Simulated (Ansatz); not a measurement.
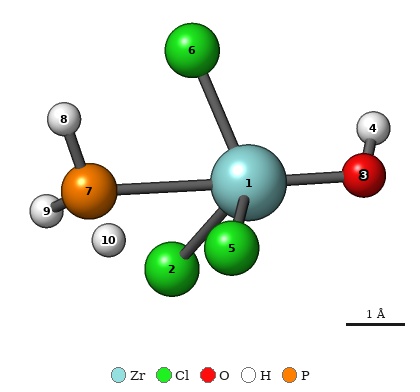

**Figure 1.** The starting structure (ball-and-stick view, seen at a tilt; atoms are numbered from 1 in the order of the input). Sticks mark near contacts.

ZrPH₄Cl₃O: geometry relaxation

ZrPH₄Cl₃O, computed with RKS PBE0-D4/def2-SVP (Ansatz 0.2.0).

The input holds or restrains some coordinates. It belongs to a series of runs on one base structure; here: pulled along the bonds that form and break, towards end A. Figures and captions count atoms from 1; the log counts them from 0 in places.

Log
```
The last accepted step is kept in [file] (removed where the run ends without a failure and the disk answers)
Engine: ansatz 0.2.0, aarch64-unknown-linux-gnu
Functional definition: PBE0
  parameter a = 0.25
  parameter kappa = 0.804
  parameter beta = 0.06672455060314922
  exchange = (1 - a)*pbe_x(kappa = kappa, mu = beta*pi^2/3) + a*exact_x
  correlation = pbe_c(beta = beta)
1397 factors; integrals over basis functions are off by at most 3.3e-4 eV
mean field evaluation 1: about -50210.0910 eV, gradient 5.8e1 eV
mean field evaluation 2: about -50022.1190 eV, gradient 2.7e2 eV
mean field evaluation 4: about -50216.8146 eV, gradient 1.8e1 eV
mean field evaluation 8: about -50217.7775 eV, gradient 4.5e-1 eV
mean field evaluation 16: about -50217.7782 eV, gradient 1.9e-4 eV
mean field -50217.77816258 eV, -1845.4693086424 hartree, gradient 4.7e-5 eV, S^2 0.000000; 0 other end points of the search recorded, 0 dependent functions left out
the calculation of the forces begins
reference -50217.77822607 eV, -1845.4693109754 hartree; 45, 45 occupied and 92, 92 virtual orbitals, 1397 factors
relax step   1: F+E_penalty+E_count = -50218.10845412 eV  Δ(F+E_penalty+E_count) = +0.000e0 eV  max|allowed force component| = 2.809e0 eV/Å  E_restraint = 27.11348841 eV  max|allowed force component, restraints' pulls added| = 2.960e1 eV/Å  Δτ_max = 0.0000 Å  (31 SCF iters, accepted)
  distance Zr 0 - P 6 = 2.8700 Å
  distance H 9 - Cl 1 = 1.7038 Å
  distance Zr 0 - Cl 1 = 2.8700 Å
  distance H 9 - P 6 = 1.7732 Å
these checks for a lower state are left out or cut short: starts, cluster_reference, orbital_swaps, neighbouring_geometries, increment
1397 factors; integrals over basis functions are off by at most 4.8e-4 eV
mean field -50217.79817116 eV, -1845.4700439441 hartree, gradient 1.7e-5 eV, S^2 0.000000; 0 other end points of the search recorded, 0 dependent functions left out
[... from here on the field's lines of each further geometry are left out, up to the last ...]
relax step   2: F+E_penalty+E_count = -50218.12509934 eV  Δ(F+E_penalty+E_count) = -1.665e-2 eV  max|allowed force component| = 3.805e0 eV/Å  E_restraint = 11.88511187 eV  max|allowed force component, restraints' pulls added| = 1.891e1 eV/Å  Δτ_max = 0.1949 Å  (39 SCF iters, accepted)
relax step   3: F+E_penalty+E_count = -50218.86492687 eV  Δ(F+E_penalty+E_count) = -7.398e-1 eV  max|allowed force component| = 5.001e0 eV/Å  E_restraint = 3.08257241 eV  max|allowed force component, restraints' pulls added| = 9.270e0 eV/Å  Δτ_max = 0.1949 Å  (36 SCF iters, accepted)
relax step   4: F+E_penalty+E_count = -50220.22508180 eV  Δ(F+E_penalty+E_count) = -1.360e0 eV  max|allowed force component| = 4.051e0 eV/Å  E_restraint = 0.47663625 eV  max|allowed force component, restraints' pulls added| = 3.620e0 eV/Å  Δτ_max = 0.1949 Å  (31 SCF iters, accepted)
relax step   5: F+E_penalty+E_count = -50221.91310160 eV  Δ(F+E_penalty+E_count) = -1.688e0 eV  max|allowed force component| = 1.685e0 eV/Å  E_restraint = 0.10518272 eV  max|allowed force component, restraints' pulls added| = 2.355e0 eV/Å  Δτ_max = 0.1946 Å  (33 SCF iters, accepted)
relax step   6: F+E_penalty+E_count = -50222.53541408 eV  Δ(F+E_penalty+E_count) = -6.223e-1 eV  max|allowed force component| = 1.440e0 eV/Å  E_restraint = 0.07891751 eV  max|allowed force component, restraints' pulls added| = 2.446e0 eV/Å  Δτ_max = 0.1959 Å  (29 SCF iters, accepted)
relax step   7: F+E_penalty+E_count = -50222.76064900 eV  Δ(F+E_penalty+E_count) = -2.252e-1 eV  max|allowed force component| = 1.561e0 eV/Å  E_restraint = 0.03886734 eV  max|allowed force component, restraints' pulls added| = 1.130e0 eV/Å  Δτ_max = 0.2000 Å  (30 SCF iters, accepted)
relax step   8: F+E_penalty+E_count = -50222.91378251 eV  Δ(F+E_penalty+E_count) = -1.531e-1 eV  max|allowed force component| = 1.339e0 eV/Å  E_restraint = 0.03263931 eV  max|allowed force component, restraints' pulls added| = 3.085e-1 eV/Å  Δτ_max = 0.1997 Å  (29 SCF iters, accepted)
relax step   9: F+E_penalty+E_count = -50222.96824203 eV  Δ(F+E_penalty+E_count) = -5.446e-2 eV  max|allowed force component| = 1.332e0 eV/Å  E_restraint = 0.03349956 eV  max|allowed force component, restraints' pulls added| = 2.508e-1 eV/Å  Δτ_max = 0.1996 Å  (30 SCF iters, accepted)
relax step  10: F+E_penalty+E_count = -50222.99307174 eV  Δ(F+E_penalty+E_count) = -2.483e-2 eV  max|allowed force component| = 1.443e0 eV/Å  E_restraint = 0.03483722 eV  max|allowed force component, restraints' pulls added| = 1.042e0 eV/Å  Δτ_max = 0.1969 Å  (30 SCF iters, accepted)
relax step  11: F+E_penalty+E_count = -50223.02785463 eV  Δ(F+E_penalty+E_count) = -3.478e-2 eV  max|allowed force component| = 1.314e0 eV/Å  E_restraint = 0.03416818 eV  max|allowed force component, restraints' pulls added| = 2.691e-1 eV/Å  Δτ_max = 0.2000 Å  (30 SCF iters, accepted)
the calculation of the forces begins
reference -50222.71084643 eV, -1845.6505814303 hartree; 45, 45 occupied and 92, 92 virtual orbitals, 1397 factors
relax step  12: F+E_penalty+E_count = -50223.03296105 eV  Δ(F+E_penalty+E_count) = -5.106e-3 eV  max|allowed force component| = 1.357e0 eV/Å  E_restraint = 0.03223533 eV  max|allowed force component, restraints' pulls added| = 8.906e-2 eV/Å  Δτ_max = 0.2000 Å  (31 SCF iters, accepted)
```

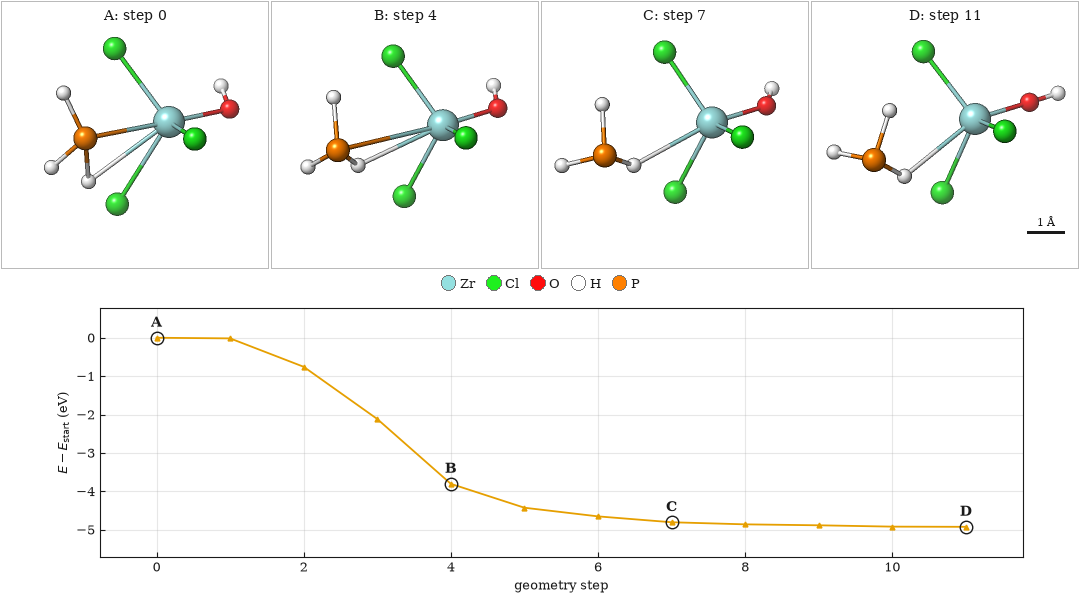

**Figure 2.** Frames of the restrained relaxation (ball-and-stick view, seen at a tilt) above the curves, on which the letters mark them (the first geometry is step 0 here and step 1 in the log).

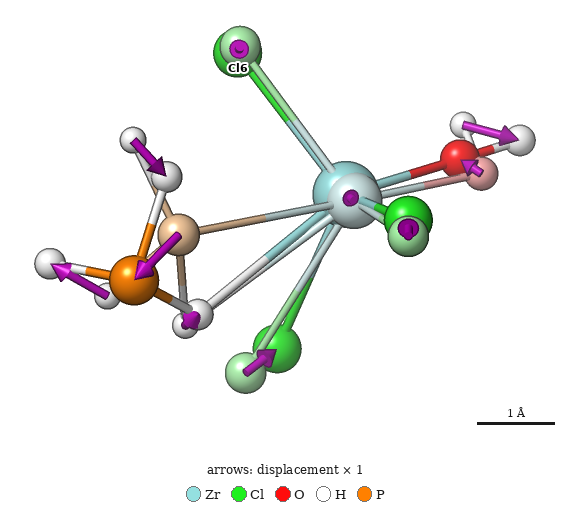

**Figure 3.** Start (faint) and end (solid) with the displacements as pink arrows, at true length (ball-and-stick view, seen at a tilt). The two geometries are laid on each other by the best rigid fit. After 11 geometry steps the energy has fallen by 4.925 eV. The largest force component goes from 2.8 to 1.4 eV/Å. The atom that moves furthest after the best rigid fit is P7 (0.92 Å). Largest moves by element: P 0.92 Å, H 0.89 Å, Cl 0.60 Å, O 0.35 Å, Zr 0.28 Å. Among the contacts that change: Zr1–P7 2.870 → 3.773 Å, Zr1–Cl2 2.870 → 2.474 Å, P7–H10 1.773 → 1.427 Å, Zr1–O3 2.070 → 1.866 Å. Bonds break: Zr1–P7 (2.87 → 3.77 Å). Among the angles that change: Zr1–O3–H4 109.5° → 177.9°, Zr1–H10–P7 74.6° → 123.9°, H9–P7–H10 44.5° → 92.4°. (Atoms are counted from 1 in the order of the input.)

```
  distance Zr 0 - P 6 = 3.7735 Å
  distance H 9 - Cl 1 = 2.5741 Å
  distance Zr 0 - Cl 1 = 2.4745 Å
  distance H 9 - P 6 = 1.4268 Å
1397 factors; integrals over basis functions are off by at most 7.8e-4 eV
mean field -50222.71078132 eV, -1845.6505790374 hartree, gradient 2.0e-5 eV, S^2 0.000000; 1 other end points of the search recorded, 0 dependent functions left out
the calculation of the forces begins
reference -50222.71084643 eV, -1845.6505814303 hartree; 45, 45 occupied and 92, 92 virtual orbitals, 1397 factors
Total energy: -50223.03302616 eV, -1845.6624213169 hartree
Atom 0 at     0.094939    -0.251762     0.076572 Å, force     0.212304     0.068951     1.356897 eV/Å
Atom 1 at     0.467881    -0.119192     2.519168 Å, force    -0.077366    -0.086673    -1.323288 eV/Å
Atom 2 at     1.805829    -0.314297    -0.666678 Å, force     0.034413    -0.005577    -0.025622 eV/Å
Atom 3 at     2.671715    -0.330770    -1.077916 Å, force     0.012822    -0.003641    -0.003048 eV/Å
Atom 4 at    -0.894047     1.654089    -0.863696 Å, force     0.001701    -0.012495     0.008205 eV/Å
Atom 5 at    -0.952572    -2.229204    -0.616587 Å, force     0.001682     0.007970     0.001188 eV/Å
Atom 6 at    -3.350368     0.275178     1.522732 Å, force    -0.231842     0.022894    -0.002612 eV/Å
Atom 7 at    -3.136057    -0.372929     0.269382 Å, force     0.015161     0.002113    -0.003255 eV/Å
Atom 8 at    -3.479222    -0.959517     2.228294 Å, force     0.002935    -0.016229    -0.006112 eV/Å
Atom 9 at    -1.964398     0.384204     1.843530 Å, force     0.028190     0.022688    -0.002354 eV/Å
Dipole moment:     0.476538    -0.139898    -0.333201 e Å
```

Trajectory as extended XYZ (Å, eV, eV/Å), 12 frames, from step=1 to step=12
```
10
Properties=species:S:1:pos:R:3:forces:R:3 step=1 energy=-50218.10845
Zr    0.0000    0.0000    0.0000   -1.6517   0.6483  -0.4023
Cl    0.0000    0.0000    2.8700   -0.7251   0.2209  -1.6944
O     1.9520    0.0000   -0.6893   -2.0785  -2.2485   0.9057
H     2.2684   -0.9521   -0.8060   -0.1670   1.8070   0.0361
Cl   -1.1869    2.0563   -0.8392    1.7695  -1.4733   0.1982
Cl   -1.1869   -2.0563   -0.8392    1.8987   1.1164  -0.0251
P    -2.7236    0.0000    0.9050   -0.1850   2.8089  -0.3336
H    -3.4900   -0.8853    0.1017    0.4147  -1.0749   0.7441
H    -2.7734   -0.4268    2.2584   -0.7571  -0.6242   0.9369
H    -1.5959    0.0000    2.2734    1.4815  -1.1805  -0.3657
10
Properties=species:S:1:pos:R:3:forces:R:3 step=2 energy=-50218.12510
Zr    0.1445    0.0062    0.0268   -3.7351   0.7250   0.7581
Cl    0.1400    0.0024    2.8168    0.2705   0.0554  -2.0498
O     1.9472   -0.0132   -0.6849   -0.6932  -1.5135   0.3709
H     2.2698   -0.9433   -0.8070    0.1855   1.0640  -0.1228
Cl   -1.1652    2.0373   -0.8355    1.9281  -1.6948   0.4297
Cl   -1.1635   -2.0406   -0.8378    2.0099   1.4707   0.4016
P    -2.8731    0.0374    0.9903   -0.5311   3.8052  -0.9254
H    -3.4884   -0.8988    0.1104    0.8799  -1.3790   0.7794
H    -2.7860   -0.4396    2.2844   -1.5299  -1.2704   2.1472
H    -1.7615   -0.0122    2.1713    1.2154  -1.2627  -1.7888
10
Properties=species:S:1:pos:R:3:forces:R:3 step=3 energy=-50218.86493
Zr    0.2409    0.0133    0.0780   -5.0011   0.7056   1.2580
Cl    0.3050    0.0047    2.7357    0.3838  -0.0392  -2.2770
O     1.9475   -0.0277   -0.6835    0.5899  -0.8363  -0.1387
H     2.2785   -0.9365   -0.8118    0.4852   0.3545  -0.2681
Cl   -1.1303    2.0064   -0.8246    1.8905  -1.6909   0.5864
Cl   -1.1279   -2.0108   -0.8246    1.9414   1.5864   0.6554
P    -3.0387    0.1052    1.0593   -1.2849   2.8275  -0.8117
H    -3.4641   -0.9232    0.1250    1.2172  -0.6887   1.0433
H    -2.8260   -0.4635    2.3196   -2.0937  -1.6460   1.9595
H    -1.9213   -0.0321    2.0616    1.8718  -0.5729  -2.0071
10
Properties=species:S:1:pos:R:3:forces:R:3 step=4 energy=-50220.22508
Zr    0.2598    0.0221    0.1032   -4.0514   0.4834   0.8124
Cl    0.4037    0.0059    2.6415    0.2233  -0.0465  -1.8961
O     1.9592   -0.0428   -0.6849    0.3615  -0.4248  -0.0452
H     2.3004   -0.9371   -0.8245    0.5530   0.0196  -0.2917
Cl   -1.0705    1.9559   -0.8041    1.5459  -1.3954   0.5754
Cl   -1.0641   -1.9587   -0.7993    1.6138   1.4119   0.6768
P    -3.2085    0.1690    1.1305   -0.7617   0.8927  -0.1230
H    -3.4201   -0.9332    0.1624    0.9672   0.2051   1.2305
H    -2.9012   -0.5097    2.3595   -2.0635  -1.2936   0.9975
H    -1.9950   -0.0357    1.9505    1.6118   0.1476  -1.9368
10
Properties=species:S:1:pos:R:3:forces:R:3 step=5 energy=-50221.91310
Zr    0.1839    0.0286    0.0656   -0.4306   0.0561   1.5894
Cl    0.4573   -0.0006    2.5420   -0.0241  -0.0210  -1.4212
O     1.9397   -0.0650   -0.6715   -0.1606  -0.4605   0.0157
H     2.3313   -0.9352   -0.8449    0.2859   0.2800  -0.1183
Cl   -0.9534    1.8766   -0.7733    0.1954   0.2213  -0.1508
Cl   -0.9328   -1.8654   -0.7501    0.3044  -0.0664  -0.0064
P    -3.3617    0.2163    1.2335    1.0808  -1.1174   0.6251
H    -3.3527   -0.9155    0.2592    0.2011   0.7413   1.0387
H    -3.0641   -0.6016    2.4134   -1.6849  -0.4050  -0.0402
H    -1.9838   -0.0023    1.7610    0.2326   0.7717  -1.5320
10
Properties=species:S:1:pos:R:3:forces:R:3 step=6 energy=-50222.53541
Zr    0.1821    0.0282    0.0698   -0.1283   0.0592   1.4403
Cl    0.4820   -0.0067    2.5303   -0.0303  -0.0043  -1.3558
O     1.9328   -0.0784   -0.6761   -0.2129  -0.3387   0.0602
H     2.3593   -0.9278   -0.8566    0.2703   0.2059  -0.1143
Cl   -0.9257    1.8931   -0.7837    0.1249   0.1616  -0.0912
Cl   -0.9017   -1.8752   -0.7501    0.1805  -0.1060  -0.0154
P    -3.3641    0.2069    1.2960    1.1416  -1.3406   0.7046
H    -3.3363   -0.9031    0.3185    0.0329   0.6606   0.7522
H    -3.2357   -0.6837    2.4604   -0.9951   0.1695  -0.5159
H    -1.9290    0.0825    1.6262   -0.3837   0.5327  -0.8647
10
Properties=species:S:1:pos:R:3:forces:R:3 step=7 energy=-50222.76065
Zr    0.1511    0.0316    0.0037   -0.2259   0.1854   1.5607
Cl    0.5158   -0.0040    2.4565   -0.1070  -0.0128  -1.3225
O     1.8929   -0.0888   -0.6970    0.3676  -0.4508  -0.0868
H     2.4122   -0.9040   -0.7648    0.1674   0.2958  -0.1225
Cl   -0.8017    1.9597   -0.9014   -0.0202   0.0612   0.0138
Cl   -0.8636   -1.8836   -0.8640   -0.0094  -0.1398  -0.0001
P    -3.3537    0.1777    1.3710    0.3786  -0.6585   0.5104
H    -3.3152   -0.9088    0.4127    0.0505   0.2881   0.3395
H    -3.4270   -0.7175    2.5078   -0.5285   0.1242  -0.3273
H    -1.9471    0.0734    1.7101   -0.0731   0.3072  -0.5653
10
Properties=species:S:1:pos:R:3:forces:R:3 step=8 energy=-50222.91378
Zr    0.1443   -0.0148    0.0112    0.4054  -0.0247   1.2443
Cl    0.5005   -0.0776    2.4604   -0.0820   0.0317  -1.3395
O     1.8911   -0.1023   -0.7132   -0.2671  -0.1126   0.1473
H     2.5458   -0.7906   -0.8607    0.1982   0.0626  -0.0941
Cl   -0.8122    1.9300   -0.8726   -0.0318  -0.0411   0.0463
Cl   -0.8326   -1.9767   -0.8129   -0.0179   0.0218   0.0294
P    -3.3487    0.2032    1.4165   -0.1307  -0.1745   0.0548
H    -3.3225   -0.8548    0.4497   -0.0205   0.1001   0.0606
H    -3.5653   -0.7066    2.5039   -0.0424   0.0591  -0.0958
H    -1.9367    0.1261    1.6524   -0.0111   0.0775  -0.0534
10
Properties=species:S:1:pos:R:3:forces:R:3 step=9 energy=-50222.96824
Zr    0.1484   -0.0858    0.0295    0.3000  -0.0238   1.3311
Cl    0.4897   -0.1149    2.4794   -0.0496   0.0099  -1.3317
O     1.8773   -0.1419   -0.7082    0.0961  -0.2508   0.0150
H     2.6554   -0.6546   -0.9572   -0.0858   0.2165  -0.0017
Cl   -0.8642    1.8425   -0.8262   -0.0257  -0.0069  -0.0002
Cl   -0.8505   -2.0508   -0.7543   -0.0186  -0.0043   0.0008
P    -3.3416    0.2422    1.4291   -0.3224   0.0310   0.0157
H    -3.3163   -0.7613    0.4153    0.0052   0.0097  -0.0335
H    -3.5977   -0.7126    2.4629    0.0234   0.0090  -0.0269
H    -1.9368    0.1731    1.6646    0.0774   0.0097   0.0315
10
Properties=species:S:1:pos:R:3:forces:R:3 step=10 energy=-50222.99307
Zr    0.1488   -0.1695    0.0451    0.1503   0.0569   1.4434
Cl    0.4865   -0.1473    2.4951   -0.0408  -0.0320  -1.3280
O     1.8646   -0.1948   -0.6942    1.0418  -0.4237  -0.4053
H     2.7343   -0.4918   -1.0351   -0.9161   0.3990   0.3434
Cl   -0.9124    1.7419   -0.7923    0.0065   0.0131  -0.0411
Cl   -0.8766   -2.1281   -0.7117   -0.0223  -0.0570  -0.0230
P    -3.3335    0.2866    1.4416   -0.4006   0.0280   0.0242
H    -3.2968   -0.6580    0.3727    0.0274   0.0106  -0.0244
H    -3.6157   -0.7223    2.4176    0.0405   0.0259  -0.0445
H    -1.9356    0.2190    1.6961    0.1133  -0.0208   0.0552
10
Properties=species:S:1:pos:R:3:forces:R:3 step=11 energy=-50223.02786
Zr    0.1153   -0.2300    0.0686    0.5756  -0.0410   1.1983
Cl    0.4954   -0.1395    2.5108   -0.0998  -0.0606  -1.3143
O     1.8349   -0.2817   -0.6798   -0.1235   0.0055   0.0564
H     2.7070   -0.3406   -1.0796   -0.1202   0.0178   0.0515
Cl   -0.8935    1.6705   -0.8524   -0.0335   0.0157   0.0076
Cl   -0.8995   -2.2080   -0.6685   -0.0271   0.0224   0.0258
P    -3.3382    0.3091    1.4901   -0.2666  -0.0751  -0.0227
H    -3.2045   -0.4917    0.3108    0.0345   0.0591   0.0582
H    -3.6036   -0.8298    2.3160    0.0018   0.0390  -0.0399
H    -1.9496    0.2774    1.8187    0.0587   0.0171  -0.0210
10
Properties=species:S:1:pos:R:3:forces:R:3 step=12 energy=-50223.03296
Zr    0.0949   -0.2518    0.0766    0.2123   0.0690   1.3569
Cl    0.4679   -0.1192    2.5192   -0.0774  -0.0867  -1.3233
O     1.8058   -0.3143   -0.6667    0.0344  -0.0056  -0.0256
H     2.6717   -0.3308   -1.0779    0.0128  -0.0036  -0.0030
Cl   -0.8940    1.6541   -0.8637    0.0017  -0.0125   0.0082
Cl   -0.9526   -2.2292   -0.6166    0.0017   0.0080   0.0012
P    -3.3504    0.2752    1.5227   -0.2318   0.0229  -0.0026
H    -3.1361   -0.3729    0.2694    0.0152   0.0021  -0.0033
H    -3.4792   -0.9595    2.2283    0.0029  -0.0162  -0.0061
H    -1.9644    0.3842    1.8435    0.0282   0.0227  -0.0024
```

This output came from the following input.

The input
```yaml
crystal:
  periodic: [false, false, false]
  atoms:
    - { symbol: Zr, position_ang: [0.0, 0.0, 0.0] }
    - { symbol: Cl, position_ang: [0.0, 0.0, 2.87] }
    - { symbol: O, position_ang: [1.952, 0.0, -0.6893] }
    - { symbol: H, position_ang: [2.2684, -0.9521, -0.806] }
    - { symbol: Cl, position_ang: [-1.1869, 2.0563, -0.8392] }
    - { symbol: Cl, position_ang: [-1.1869, -2.0563, -0.8392] }
    - { symbol: P, position_ang: [-2.7236, 0.0, 0.905] }
    - { symbol: H, position_ang: [-3.49, -0.8853, 0.1017] }
    - { symbol: H, position_ang: [-2.7734, -0.4268, 2.2584] }
    - { symbol: H, position_ang: [-1.5959, 0.0, 2.2734] }
basis:
  gaussian: { orbitals: def2-SVP }
hamiltonian:
  xc: pbe0
  dispersion: d4
relax:
  f_tol: 0.15
  max_steps: 25
  restrain:
    - { distance: [0, 6], at: 3.77, k: 30.0 }
    - { distance: [9, 1], at: 2.57, k: 30.0 }
    - { distance: [0, 1], at: 2.52, k: 30.0 }
    - { distance: [9, 6], at: 1.42, k: 30.0 }
```

Launched with:
```bash
ansatz run input.yaml --threads 4 --pin off --max-ram 5120MiB --backend cpu --events-out ev --progress --plain --runs-dir out
```

Summary

| quantity | value |
| --- | --- |
| outcome | converged under the restraints of the input |
| total energy | −50223.0330 eV |
| mean-field energy | −50222.7108 eV |
| largest force (length of the vector) at the end, held atoms and coordinates included | 1.375 eV/Å |
| hardware | 4 threads of Arm Neoverse N1, 24 GiB of memory available, shared host |
| wall time | 77 s (CPU time 4.8 min) |
| peak memory | 0.41 GiB |
